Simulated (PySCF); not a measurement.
Vertical excitations of a molecule C4H4ClF from TDA-ωB97X/def2-SVPD in PySCF, as energy in eV (oscillator strength): 6.05 (1.087), 6.47 (0.000), 7.02 (0.001), 7.37 (0.000), 7.74 (0.055), 7.99 (0.000), 8.05 (0.034), 8.14 (0.000), 8.27 (0.028), 8.31 (0.006). Lowest triplet (TDA): 3.13 eV. Geometry optimised at B3LYP-D3(BJ)/def2-SVP. Other conformers were not sampled.

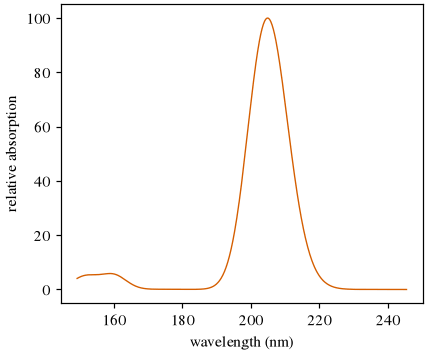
Figure: The lines broadened by 0.4 eV.

Problem. Pick the molecule that these values belong to.
A) C=C(F)/C=C\Cl
B) C=C/C(F)=C/Cl
C) CC(Cl)=C=CF
D) C=C=C[C@H](F)Cl

Solution. B, C=C/C(F)=C/Cl
